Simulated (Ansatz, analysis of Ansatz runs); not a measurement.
# Migration in AlBO3 (R-3c): Na_i hop between interstitial places, charge +1, part 4 of 5

Aim: the barrier of one jump in AlBO3 (R-3c) at charge +1: Na_i hop between interstitial places. The model is a cell of 80 host atoms with 1 Na put in; Na is the atom that moves.

Ansatz 0.2.0; plane-wave PAW DFT, PBEsol; nudged elastic band between two relaxed defect structures at fixed charge in a uniform background.

So far: Set-up; Relaxation of the start point, charge +1; Relaxation of the end point, charge +1; Nudged elastic band, charge +1.

### 4. Nudged elastic band, charge +1 (continued)

The path, image by image:

```csv
image,path (Å),energy (eV),"Na81: x, y, z (Å)"
0,0.000,0.0000,"-0.005, -0.001, 8.927"
1,0.578,0.2996,"0.040, -0.348, 8.944"
2,1.155,1.0033,"0.044, -0.800, 9.010"
3,1.729,1.3971,"0.054, -1.296, 9.150"
4,2.298,1.0035,"0.030, -1.783, 9.279"
5,2.865,0.2963,"-0.005, -2.230, 9.347"
6,3.432,0.0000,"-0.004, -2.580, 9.371"
```

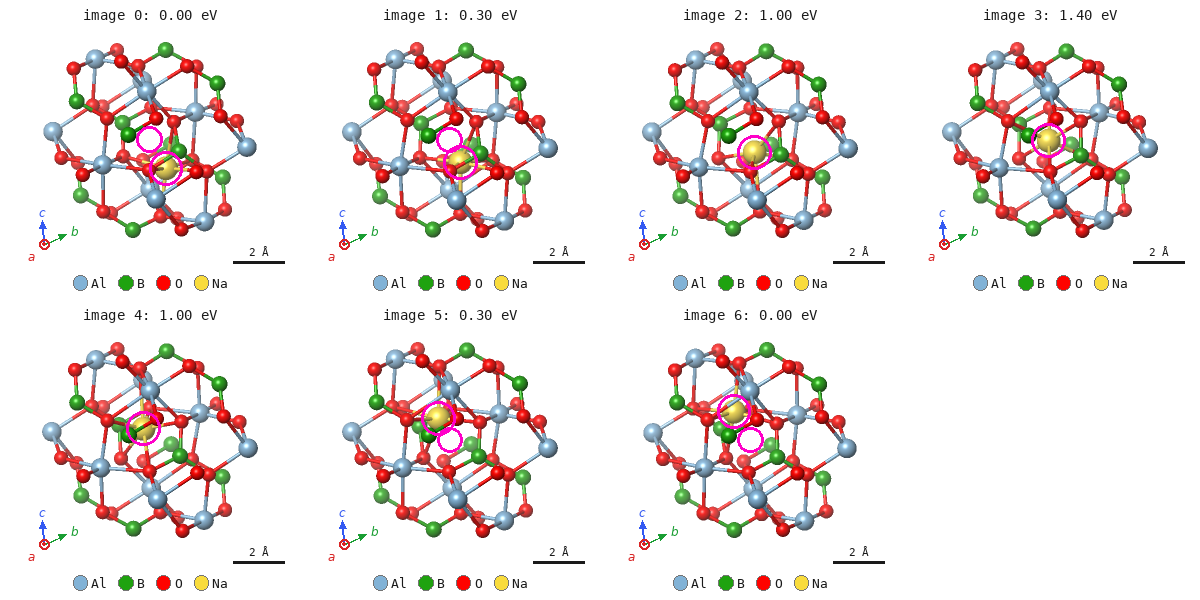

Images along the path; Na81 is ringed. A ring with no atom in it marks the empty centre.

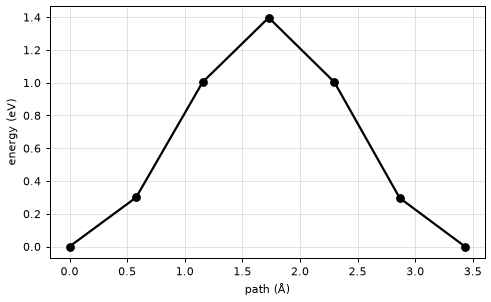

Energy along the path.

Numbers from this step:

```
free energy      : -39335.4370 eV
barrier forward  : 1.397 eV
barrier backward : 1.397 eV
end less start   : -4.31e-6 eV
hop length       : 2.617 Å
```

Track of the atom that was set to move:

```csv
image,x (Å),y (Å),z (Å),nearest neighbour,distance (Å)
0,-0.005,-0.001,8.927,B,1.919
1,0.04,-0.348,8.944,O,1.898
2,0.044,-0.8,9.01,O,1.848
3,0.054,-1.296,9.15,O,1.85
4,0.03,-1.783,9.279,O,1.851
5,-0.005,-2.23,9.347,O,1.899
6,-0.004,-2.58,9.371,B,1.919
```

The band met its tolerance of 0.04 eV/Å after 10 iterations, with image 3 on top (the start counts as 0). Na81, which moves farthest between the ends, has 1 B at 1.92 Å and 6 O at 1.95 to 2.08 Å nearest at the start and 2 O at 1.85 Å and 2 B at 2.09 Å at the top.

### 5. Single point at the start point, PBEsol, denser k-mesh

Three single points on a mesh of more k-points (start, top, end) test the sampling. The start is shown; top and end are run alike.

This step: plane-wave PAW DFT, PBEsol; single point of a defect supercell on a structure of the PBEsol path.

Input file qp1.start.mesh/input.yaml:

```yaml
crystal:
  lattice:
    - [4.47530425, 2.58381811, 9.15826506]
    - [-4.47530425, 2.58381811, 9.15826506]
    - [0.0, -5.16763623, 9.15826506]
  atoms:
    - { symbol: Al, position: [-0.00072893, 0.00026807, -8.433e-05] }
    - { symbol: Al, position: [0.23895562, 0.23994751, 0.23958492] }
[... 1 atom line left out ...]
    - { symbol: B, position: [0.39427738, 0.39520386, 0.39482942] }
    - { symbol: O, position: [0.10688512, 0.47388603, 0.27852771] }
[... 4 atom lines left out ...]
    - { symbol: O, position: [0.27789198, 0.10790518, 0.47352935] }
[... 1 atom line left out ...]
    - { symbol: Al, position: [0.24707501, 0.24936582, 0.75581114] }
    - { symbol: B, position: [0.12316492, 0.11988445, 0.6269321] }
[... 3 atom lines left out ...]
    - { symbol: O, position: [0.22694962, 0.38288808, 0.53510607] }
    - { symbol: O, position: [0.37310915, 0.03019461, 0.7194764] }
[... 12 atom lines left out ...]
    - { symbol: Al, position: [-0.0113141, 0.50696712, 0.50481633] }
[... 17 atom lines left out ...]
    - { symbol: O, position: [0.53450209, 0.22787332, 0.38250091] }
[... 1 atom line left out ...]
    - { symbol: Al, position: [0.50417043, -0.01028171, 0.50658683] }
[... 4 atom lines left out ...]
    - { symbol: O, position: [0.97403957, 0.27954549, 0.62320229] }
[... 24 atom lines left out ...]
    - { symbol: Na, position: [0.32431481, 0.32540071, 0.32505998] }
total_charge: 1
basis:
  ecutwfc: 420
  xc_grid: 2
hamiltonian:
  xc: pbesol
kpoints:
  mp_grid: { grid: [2, 2, 2], shift: [0.5, 0.5, 0.5] }
scf:
  occupations: { method: fixed }
  max_iter: 120
output:
  forces: true
  eigenvalues: true
checkpoint:
  write: "../qp1.start.mesh.run"
  compress: false
  write_wavefunctions: false
  write_every: 100000
```

Launch:

```console
$ ansatz run input.yaml --threads 4 --pin off --max-ram 14131MiB --backend cpu --events-out ev --progress --plain --runs-dir out
```

Numbers of over 12 decimals in the logs are rounded to 6 here.

What it wrote:

```text
[...]
Crystal: 81 atoms, lattice volume = 635.403 Å³
Basis set: ecut = 420 eV, 12439 PW (Γ), exchange–correlation on 144×144×144 points (8 copies of the dense FFT grid, shifted against one another)
Bands: 277, of which v1, the nominal top of the filled ones, is band 196 counted from 1 (195 counted from 0)
Symmetry: 1 space group operations
[...]
k-points: 4 of 8 (time reversal used)
[...]
SCF iter   1: F=—  HF=-39337.499469 eV  |F-HF|=—  |Δ(HF+E_count)|=         —  Δρ=9.72e-3  dr2=4.56e-1  ethr=1.77e-3  ⟨swp⟩=5.0  Hψ=3933  notcnv=0  defer=309
[...]
SCF iter   8: F=-39337.359261 eV  HF=-39337.359261 eV  |F-HF|=1.65e-8  |Δ(HF+E_count)|=   2.20e-8  Δρ=2.27e-6  dr2=2.39e-8  ethr=2.55e-11  ⟨swp⟩=14.0  Hψ=4589  notcnv=0
SCF 1 converged in 8 iterations: F = -39337.359261 eV  dr2 = 2.39e-8
[...]
SCF converged after 8 iterations
Free energy (F): -39337.359261 eV
[...]
Internal energy: -39337.359261 eV  (E = F + TS)
E sigma→0 (E₀):  -39337.359261 eV
Fermi energy:    7.368283 eV
[...]
--- Forces (eV/Å), atoms counted from 1 ---
  atom   1  Al     0.00008037     0.00045704    -0.00385350
  atom   2  Al    -0.00041010    -0.00048191     0.00145461
  [... 1 atom left out ...]
  atom   4  B     -0.00149372    -0.00193495     0.00965282
  [... 5 atoms left out ...]
  atom  10  O     -0.00965556    -0.03040373     0.01179800
  [... 2 atoms left out ...]
  atom  13  B     -0.00025217     0.00773687    -0.00348474
  [... 3 atoms left out ...]
  atom  17  O      0.00460734     0.01540533    -0.01052057
  atom  18  O      0.01145414    -0.02495408     0.00879384
  [... 12 atoms left out ...]
  atom  31  Al     0.00207228     0.00137002    -0.00215049
  [... 17 atoms left out ...]
  atom  49  O     -0.01747394    -0.00262642    -0.00802838
  [... 1 atom left out ...]
  atom  51  Al    -0.00151148     0.00088762    -0.00233596
  [... 4 atoms left out ...]
  atom  56  O      0.02174670    -0.00617062    -0.01459985
  [... 24 atoms left out ...]
  atom  81  Na     0.00020837     0.00063901     0.01040239
  max |Σ_I F_I| component: 1.81e-5 eV/Å
--- Band table (eV) ---
[...]
[... further k-points left out ...]
```

Elapsed: 32 s, on 4 threads of Arm Neoverse V1, shared host; peak memory 3.3 GiB; 2.1 min of CPU time.

Read from the output:

```yaml
free_energy: -39337.3593 eV
```

### 6. Barrier from single points, PBEsol, denser k-mesh

Analysis of the runs above: barrier from PBEsol single points on the PBEsol path.

It gives:

| Property | Result |
| --- | --- |
| barrier forward | 1.413 eV |
| barrier backward | 1.413 eV |
| end less start | -2.16e-5 eV |

This gives 1.413 eV against the band's 1.397 eV (backward 1.413 against 1.397 eV). This mesh holds only the band's own point and its sign variants, so it tests the average over those and no finer sampling.

### 7. Single point at the start point, r2SCAN

Three single points with a meta-GGA, at its higher cutoff of 500 eV, show what it does to the barrier on the path found. The start is shown; top and end are run alike.

This step: plane-wave PAW DFT, r2SCAN; single point of a defect supercell on a structure of the PBEsol path.

qp1.start.r2scan/input.yaml, as its differences from qp1.start.mesh/input.yaml of step 5:

```diff
@@ -31,8 +31,8 @@
 basis:
-  ecutwfc: 420
+  ecutwfc: 500
   xc_grid: 2
 hamiltonian:
-  xc: pbesol
+  xc: r2scan
 kpoints:
-  mp_grid: { grid: [2, 2, 2], shift: [0.5, 0.5, 0.5] }
+  mp_grid: { grid: [1, 1, 1], shift: [0.25, 0.25, 0.25] }
 scf:
@@ -44,3 +44,3 @@
 checkpoint:
-  write: "../qp1.start.mesh.run"
+  write: "../qp1.start.r2scan.run"
   compress: false
```

What it wrote:

```text
[...]
Crystal: 81 atoms, lattice volume = 635.403 Å³
Basis set: ecut = 500 eV, 16041 PW (Γ), exchange–correlation on 160×160×160 points (8 copies of the dense FFT grid, shifted against one another)
Bands: 277, of which v1, the nominal top of the filled ones, is band 196 counted from 1 (195 counted from 0)
Symmetry: 1 space group operations
[...]
k-points: 1
[...]
SCF iter   1: F=—  HF=-40045.861971 eV  |F-HF|=—  |Δ(HF+E_count)|=         —  Δρ=1.52e-2  dr2=1.38e0  dr2_τ=8.00e0  ethr=1.77e-3  ⟨swp⟩=5.0  Hψ=1004  notcnv=0  defer=78
[...]
SCF iter   8: F=-40048.668520 eV  HF=-40048.668520 eV  |F-HF|=2.49e-8  |Δ(HF+E_count)|=   3.82e-8  Δρ=2.88e-6  dr2=3.54e-8  dr2_τ=6.09e-9  ethr=2.55e-11  ⟨swp⟩=14.0  Hψ=1099  notcnv=0
SCF 1 converged in 8 iterations: F = -40048.668520 eV  dr2 = 3.54e-8
[...]
SCF converged after 8 iterations
Free energy (F): -40048.668520 eV
[...]
Internal energy: -40048.668520 eV  (E = F + TS)
E sigma→0 (E₀):  -40048.668520 eV
Fermi energy:    7.053343 eV
[...]
--- Forces (eV/Å), atoms counted from 1 ---
  atom   1  Al     0.00011109     0.00046607    -0.02147555
  atom   2  Al    -0.00047299    -0.00051889    -0.04840612
  [... 1 atom left out ...]
  atom   4  B     -0.00162411    -0.00216570    -0.50958977
  [... 5 atoms left out ...]
  atom  10  O     -0.15445025    -0.09590295     0.10380610
  [... 2 atoms left out ...]
  atom  13  B      0.03029250    -0.00811877    -0.00553971
  [... 3 atoms left out ...]
  atom  17  O      0.12712464     0.10558065     0.06545346
  atom  18  O      0.09422917    -0.12838659    -0.00287457
  [... 12 atoms left out ...]
  atom  31  Al    -0.04906759    -0.00776338    -0.02416665
  [... 17 atoms left out ...]
  atom  49  O     -0.15706990     0.05823676     0.06818285
  [... 1 atom left out ...]
  atom  51  Al     0.03191399    -0.03877050    -0.02431320
  [... 4 atoms left out ...]
  atom  56  O      0.15881945     0.00523443    -0.00328117
  [... 24 atoms left out ...]
  atom  81  Na     0.00028917     0.00072087     0.02902935
  max |Σ_I F_I| component: 2.95e-4 eV/Å
--- Band table (eV) ---
[...]
```

Wall time 17 s (4 threads); peak memory 1.8 GiB.

Numbers from this step:

* free energy: -40048.6685 eV

### 8. Barrier from single points, r2SCAN

Analysis of the runs above: barrier from r2SCAN single points on the PBEsol path.

It gives:

- barrier forward: 1.505 eV
- barrier backward: 1.506 eV
- end less start: -1.58e-4 eV

This gives 1.505 eV against the band's 1.397 eV.

### 9. Single point at the start point, HSE06

A whole band with exact exchange would cost too much, so three single points on the path found stand in. The start is shown; top and end are run alike.

This step: plane-wave PAW DFT, HSE06; single point of a defect supercell on a structure of the PBEsol path.

qp1.start.hse06/input.yaml, as its differences from qp1.start.r2scan/input.yaml of step 7:

```diff
@@ -31,6 +31,6 @@
 basis:
-  ecutwfc: 500
+  ecutwfc: 420
   xc_grid: 2
 hamiltonian:
-  xc: r2scan
+  xc: hse06
 kpoints:
@@ -44,3 +44,3 @@
 checkpoint:
-  write: "../qp1.start.r2scan.run"
+  write: "../qp1.start.hse06.run"
   compress: false
```

What it wrote:

```text
[...]
Warning: kpoints.mp_grid.shift: disabling space-group detection — at a shift other than 0 and half a step a hybrid functional's run that is held to the crystal's symmetry can end above its lowest state, and by default nothing tells of it, so the full k-mesh [...]
exact exchange: scf.exx.singularity resolves to wigner_seitz, which cuts the screened interaction at the faces of the exchange supercell's Wigner-Seitz cell, so that each pair interacts once, at the shortest of its separations (the periodic images that this [...]
[...]
davidson cushion auto → on  (no smearing: the cushion is to keep the highest requested band from converging to the state above it; pin scf.eigensolver.cushion to override)
Crystal: 81 atoms, lattice volume = 635.403 Å³
Basis set: ecut = 420 eV, 12439 PW (Γ), exchange–correlation on 144×144×144 points (8 copies of the dense FFT grid, shifted against one another)
[...]
Internal energy: -39923.863960 eV  (E = F + TS)
E sigma→0 (E₀):  -39923.863960 eV
Fermi energy:    6.125479 eV
[...]
--- Forces (eV/Å), atoms counted from 1 ---
  atom   1  Al     0.00011933     0.00046375    -0.02209112
  atom   2  Al    -0.00047872    -0.00051168    -0.09213896
  [... 1 atom left out ...]
  atom   4  B     -0.00168630    -0.00223361    -0.57229019
  [... 5 atoms left out ...]
  atom  10  O     -0.22354495    -0.21425734     0.11896440
  [... 2 atoms left out ...]
  atom  13  B      0.03937053    -0.01473715    -0.02011577
  [... 3 atoms left out ...]
  atom  17  O      0.20607690     0.23073689     0.14081663
  atom  18  O      0.16819225    -0.24157964    -0.01211445
  [... 12 atoms left out ...]
  atom  31  Al    -0.08818124    -0.02021314    -0.02791058
  [... 17 atoms left out ...]
  atom  49  O     -0.30474460     0.06409910     0.14356333
  [... 1 atom left out ...]
  atom  51  Al     0.06218679    -0.06635492    -0.02802569
  [... 4 atoms left out ...]
  atom  56  O      0.29809973     0.00913813     0.00256860
  [... 24 atoms left out ...]
  atom  81  Na     0.00026992     0.00068618     0.02709908
  max |Σ_I F_I| component: 2.64e-5 eV/Å
--- Band table (eV) ---
[...]
[key lines of the parts left out:]
Free energy (F): -39923.863960 eV
```

The job ended after 3.2 min (4 threads; peak memory 2.3 GiB).

Numbers from this step:

```
free energy : -39923.8640 eV
```

### 10. Barrier from single points, HSE06

Analysis of the runs above: barrier from HSE06 single points on the PBEsol path.

It gives:

```
barrier forward  : 1.463 eV
barrier backward : 1.463 eV
end less start   : -4.78e-5 eV
```

This gives 1.463 eV against the band's 1.397 eV.

(Continued in part 5 of 5.)

[Logs are printed without paths, hosts, clocks, repeated set-up lines and the standing remarks that a program may print on its own settings, such as how far it seeks lower states.]

[Hosts, paths, dates, database ids (printed as entryN), source tags and the programs' standing remarks are cut or masked in the printed files.]
